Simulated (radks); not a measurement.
# B inside a hard spherical wall

Aim: energy, levels and pressure of B as a wall, at which all orbitals vanish, closes in. The configuration stays [He] 2s2 2p1.

Program: radks (a radial shooting solver on a logarithmic mesh, Libxc functionals) version 1. Level of theory: non-relativistic Kohn-Sham, LDA (Slater exchange, VWN5 correlation), spin-polarised, spherical densities, point nucleus; open shells are filled with parallel spins first. These are calculated values, not measurements, unless marked.

## 1. What is computed

| Item | Value |
| --- | --- |
| element | boron (Z = 5) |
| charge | 0 |
| electrons | 5 |
| configuration | [He] 2s2 2p1 |

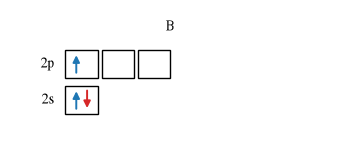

Occupation of the outer shells (arrows by Hund's rule).

In the logs a row gives level, spin channel, occupation and eigenvalue; Etot, Ekin, Encl (electron-nucleus), Eh (Hartree) and Exc are energies, all in hartree; err is the last residual, it the number of iterations.

## 2. The free atom

Settings of this run:

```text
Z 5
configuration [He] 2s2 2p1 3s0 3p0 3d0
relativity non-relativistic
functional lda,vwn5
spin polarised
nucleus point
```

Log:

```text
1s      1   1.0000          -6.56338420
2s      1   1.0000          -0.36044105
2p      1   1.0000          -0.15085309
3s      1   0.0000          -0.00598176
3p      1   0.0000           0.00090395
3d      1   0.0000           0.00150601
1s      2   1.0000          -6.55087625
2s      2   1.0000          -0.31862429
2p      2   0.0000          -0.11318359
3s      2   0.0000          -0.00317422
3p      2   0.0000           0.00090717
3d      2   0.0000           0.00150610
Etot -24.353613668781943
Ekin 24.172451292588818
Encl -56.516739542157424
Eh 11.528233706048592
Exc -3.5375591252619296
err 1.8342029817660943e-09
it 13
```

2p up is the highest filled level (-4.105 eV).

Radial moments (bohr):

| level | occupation | energy (eV) | <r> | outermost maximum (interpolated) | 90 % within | nodes |
| --- | --- | --- | --- | --- | --- | --- |
| 1s up | 1 | -178.60 | 0.3327 | 0.212 | 0.599 | 0 |
| 1s down | 1 | -178.26 | 0.3320 | 0.212 | 0.597 | 0 |
| 2s up | 1 | -9.808 | 1.949 | 1.51 | 3.11 | 1 |
| 2s down | 1 | -8.670 | 1.996 | 1.53 | 3.21 | 1 |
| 2p up | 1 | -4.105 | 2.232 | 1.54 | 3.83 | 0 |
| 2p down | 0 | -3.080 | 2.392 | 1.60 | 4.16 | 0 |
| 3s up | 0 | -0.163 | 9.904 | 6.88 | 16.5 | 2 |

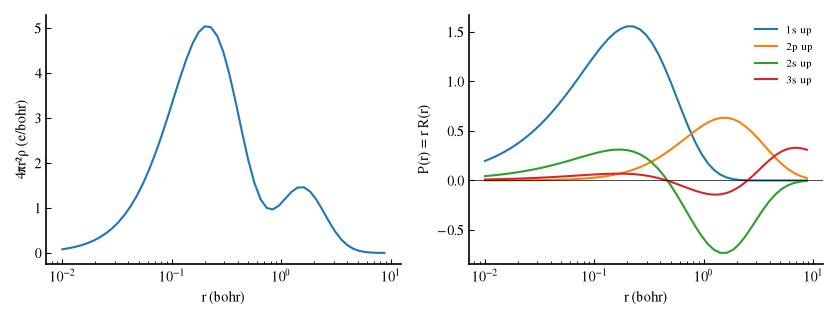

Left: shells in the radial density. Right: radial functions of the outer levels.

## 3. Wall at 20 bohr

Input: that of step 2 with these lines changed.

```diff
@@ -6 +6,2 @@
 nucleus point
+wall 20 bohr
```

Log:

```text
1s      1   1.0000          -6.56338418
2s      1   1.0000          -0.36044104
2p      1   1.0000          -0.15085308
3s      1   0.0000          -0.00457428
3p      1   0.0000           0.01601133
3d      1   0.0000           0.03446837
1s      2   1.0000          -6.55087623
2s      2   1.0000          -0.31862427
2p      2   0.0000          -0.11318356
3s      2   0.0000          -0.00088463
3p      2   0.0000           0.01804367
3d      2   0.0000           0.03518322
Etot -24.353613667556
Ekin 24.172451317341334
Encl -56.516739650099446
Eh 11.528233807707641
Exc -3.537559142505533
err 1.83422109687201e-09
it 13
```

Energy against step 2 (the free atom): +0.000 eV. The top filled level is 2p up, -4.105 eV.

## 4. Wall at 15 bohr

Input: that of step 3 with these lines changed.

```diff
@@ -6,2 +6,2 @@
 nucleus point
-wall 20 bohr
+wall 15 bohr
```

Log:

```text
1s      1   1.0000          -6.56338020
2s      1   1.0000          -0.36043834
2p      1   1.0000          -0.15085021
3s      1   0.0000          -0.00036666
3p      1   0.0000           0.02783915
3d      1   0.0000           0.05401269
1s      2   1.0000          -6.55087213
2s      2   1.0000          -0.31862119
2p      2   0.0000          -0.11317919
3s      2   0.0000           0.00451645
3p      2   0.0000           0.03181484
3d      2   0.0000           0.05598068
Etot -24.353613353768125
Ekin 24.172456029341124
Encl -56.51675834220169
Eh 11.528251163606747
Exc -3.5375622045143094
err 1.8395422445140184e-09
it 13
```

Energy against step 2 (the free atom): +0.000 eV. Highest occupied level: 2p up at -4.105 eV.

## 5. Wall at 12 bohr

Input: that of step 4 with these lines changed.

```diff
@@ -6,2 +6,2 @@
 nucleus point
-wall 15 bohr
+wall 12 bohr
```

Log:

```text
1s      1   1.0000          -6.56330171
2s      1   1.0000          -0.36038721
2p      1   1.0000          -0.15079338
3s      1   0.0000           0.00894207
3p      1   0.0000           0.04621618
3d      1   0.0000           0.07679361
1s      2   1.0000          -6.55079111
2s      2   1.0000          -0.31856236
2p      2   0.0000          -0.11309867
3s      2   0.0000           0.01559604
3p      2   0.0000           0.05288694
3d      2   0.0000           0.08081150
Etot -24.35360468774005
Ekin 24.17255892066702
Encl -56.517128107311045
Eh 11.528587793368864
Exc -3.5376232944648898
err 1.901940351347791e-09
it 13
```

E − E(step 2, the free atom) = +0.000 eV. The top filled level is 2p up, -4.103 eV.

## 6. Wall at 10 bohr

Input: that of step 5 with these lines changed.

```diff
@@ -6,2 +6,2 @@
 nucleus point
-wall 12 bohr
+wall 10 bohr
```

Log:

```text
1s      1   1.0000          -6.56279324
2s      1   1.0000          -0.36006835
2p      1   1.0000          -0.15042110
3s      1   0.0000           0.02584098
3p      1   0.0000           0.07344494
3d      1   0.0000           0.10408652
1s      2   1.0000          -6.55026630
2s      2   1.0000          -0.31819486
2p      2   0.0000          -0.11260007
3s      2   0.0000           0.03485031
3p      2   0.0000           0.08346491
3d      2   0.0000           0.11080236
Etot -24.353527812074205
Ekin 24.173311760621935
Encl -56.519546432265976
Eh 11.530725957897099
Exc -3.5380190983272612
err 1.2191975067385505e-09
it 13
```

Energy against step 2 (the free atom): +0.002 eV. 2p up is the highest filled level (-4.093 eV).

## 7. Wall at 7 bohr

Input: that of step 6 with these lines changed.

```diff
@@ -6,2 +6,2 @@
 nucleus point
-wall 10 bohr
+wall 7 bohr
```

Log:

```text
1s      1   1.0000          -6.55283907
2s      1   1.0000          -0.35413038
2p      1   1.0000          -0.14297554
3s      1   0.0000           0.12214881
3p      1   0.0000           0.19682101
3d      1   0.0000           0.20180801
1s      2   1.0000          -6.54005078
2s      2   1.0000          -0.31148235
2p      2   0.0000          -0.10357384
3s      2   0.0000           0.13883485
3p      2   0.0000           0.21623199
3d      2   0.0000           0.21646550
Etot -24.350750975420755
Ekin 24.193409455295335
Encl -56.56915955796468
Eh 11.570564569984274
Exc -3.545565442735685
err 7.913087034927097e-11
it 13
```

E − E(step 2, the free atom) = +0.078 eV. Highest occupied level: 2p up at -3.891 eV.

## 8. Wall at 6 bohr

Input: that of step 7 with these lines changed.

```diff
@@ -6,2 +6,2 @@
 nucleus point
-wall 7 bohr
+wall 6 bohr
```

Log:

```text
1s      1   1.0000          -6.53591668
2s      1   1.0000          -0.34403749
2p      1   1.0000          -0.13018261
3s      1   0.0000           0.21946663
3p      1   0.0000           0.30479126
3d      1   0.0000           0.27666755
1s      2   1.0000          -6.52277912
2s      2   1.0000          -0.30033899
2p      2   0.0000          -0.08895041
3s      2   0.0000           0.24076133
3p      2   0.0000           0.32906827
3d      2   0.0000           0.29574938
Etot -24.343741442370902
Ekin 24.23603498438033
Encl -56.65742418149935
Eh 11.635663071646988
Exc -3.5580153168988637
err 7.569889255176832e-11
it 13
```

Energy against step 2 (the free atom): +0.269 eV. Highest occupied level: 2p up at -3.542 eV.

## 9. Wall at 2.5 bohr

Input: that of step 8 with these lines changed.

```diff
@@ -6,2 +6,2 @@
 nucleus point
-wall 6 bohr
+wall 2.5 bohr
```

Log:

```text
1s      1   1.0000          -5.81074245
2s      1   1.0000           0.36196856
2p      1   1.0000           0.58463920
3s      1   0.0000           3.50519888
3p      1   0.0000           3.14396506
3d      1   0.0000           1.99072756
1s      2   1.0000          -5.78351346
2s      2   1.0000           0.43231960
2p      2   0.0000           0.66104113
3s      2   0.0000           3.56586280
3p      2   0.0000           3.20538259
3d      2   0.0000           2.05365498
Etot -23.10400621345722
Ekin 27.902180126627087
Encl -61.1195222092092
Eh 14.17295535384363
Exc -4.059619484718739
err 3.341837958264019e-11
it 13
```

E − E(step 2, the free atom) = +34.004 eV. 2p up is the highest filled level (15.909 eV).

## 10. Wall at 2 bohr

Input: that of step 9 with these lines changed.

```diff
@@ -6,2 +6,2 @@
 nucleus point
-wall 2.5 bohr
+wall 2 bohr
```

Log:

```text
1s      1   1.0000          -5.34402153
2s      1   1.0000           1.13927122
2p      1   1.0000           1.22744151
3s      1   0.0000           6.35088040
3p      1   0.0000           5.35663181
3d      1   0.0000           3.28561057
1s      2   1.0000          -5.30411679
2s      2   1.0000           1.22204760
2p      2   0.0000           1.32197064
3s      2   0.0000           6.42511782
3p      2   0.0000           5.43125548
3d      2   0.0000           3.36730543
Etot -21.44890145957229
Ekin 31.627184848411392
Encl -64.46096916916062
Eh 15.782212275447312
Exc -4.397329414270375
err 1.728836414657462e-09
it 12
```

Energy against step 2 (the free atom): +79.041 eV. The top filled level is 2p up, 33.400 eV.

## 11. Wall at 1.5 bohr

Input: that of step 10 with these lines changed.

```diff
@@ -6,2 +6,2 @@
 nucleus point
-wall 2 bohr
+wall 1.5 bohr
```

Log:

```text
1s      1   1.0000          -4.50052091
2s      1   1.0000           3.27436561
2p      1   1.0000           2.74336665
3s      1   0.0000          13.10139567
3p      1   0.0000          10.36407960
3d      1   0.0000           6.18296928
1s      2   1.0000          -4.43236228
2s      2   1.0000           3.37394436
2p      2   0.0000           2.86877008
3s      2   0.0000          13.19636872
3p      2   0.0000          10.45984348
3d      2   0.0000           6.29584855
Etot -16.67946829045472
Ekin 40.98207554578414
Encl -71.35255690607038
Eh 18.742312354231956
Exc -5.051299284400443
err 1.1496359760204647e-09
it 12
```

E − E(step 2, the free atom) = +208.824 eV. 2s down is the highest filled level (91.810 eV).

## 12. All runs together

| R (bohr) | E − E(free) (eV) | ε(2p) (eV) | ε(3s, empty) (eV) | ε(3p, empty) (eV) | ε(3d, empty) (eV) | pressure (GPa) |
| --- | --- | --- | --- | --- | --- | --- |
| free | 0.000 | -4.105 | -0.163 | - | - | 0 |
| 20 | 0.000 | -4.105 | -0.124 | 0.436 | 0.938 | < 0.0001 |
| 15 | 0.000 | -4.105 | -0.010 | 0.758 | 1.470 | < 0.0001 |
| 12 | 0.000 | -4.103 | 0.243 | 1.258 | 2.090 | 0.000164 |
| 10 | 0.002 | -4.093 | 0.703 | 1.999 | 2.832 | 0.00229 |
| 7 | 0.078 | -3.891 | 3.324 | 5.356 | 5.491 | 0.166 |
| 6 | 0.269 | -3.542 | 5.972 | 8.294 | 7.529 | 0.811 |
| 2.5 | 34.004 | 15.909 | 95.381 | 85.552 | 54.170 | 750 |
| 2 | 79.041 | 33.400 | 172.82 | 145.76 | 89.406 | 3043 |
| 1.5 | 208.82 | 74.651 | 356.51 | 282.02 | 168.25 | 17025 |

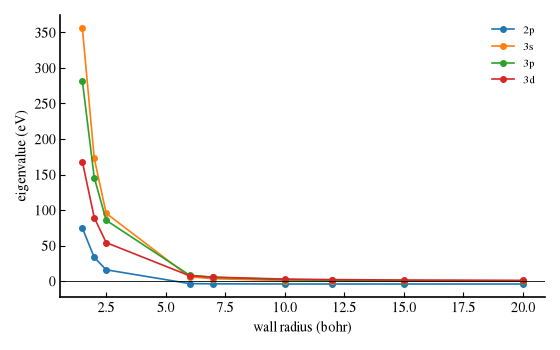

Outer levels against the radius of the wall.

In words: Eigenvalues are for spin up. At the tightest wall, 1.5 bohr, the energy stands 208.82 eV above the free atom and the pressure, −dE/dV, is 17025 GPa. Of the levels in the table that exist at both ends, 3s (empty) rises most from the free atom (356.67 eV). From R = 2.5 bohr inwards the highest occupied level lies above zero, pushed up by confinement. Shells are not refilled when levels cross, and a hard wall is a model, not a crystal.
